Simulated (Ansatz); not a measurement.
Take SnO2 in the rutile structure (space group P4_2/mnm, No. 136; a = 4.722 Å, c = 3.190 Å) as the base.

It is then changed as follows: the cell is scaled by 0.9880 in all directions; the atoms relax in the strained cell.

Method: DFT with LDA, PAW potentials and a 420 eV plane-wave cutoff in Ansatz (a program for electronic structure), no spin-orbit coupling.

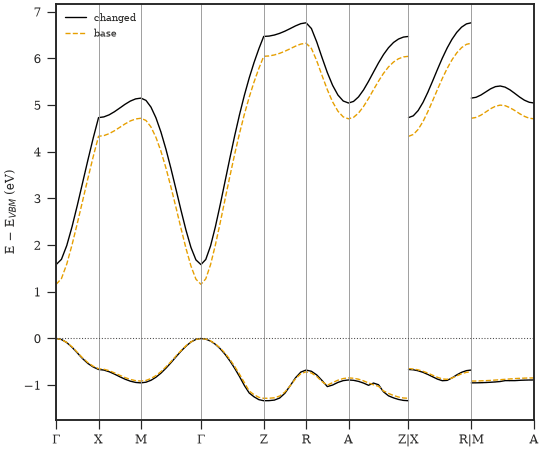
*Highest valence and lowest conduction band along the path, each from its own valence-band maximum*

Q: Read the changed gap and its character from the plot.

A: About 1.6 eV, direct at Γ.

No phonon test of stability was made.
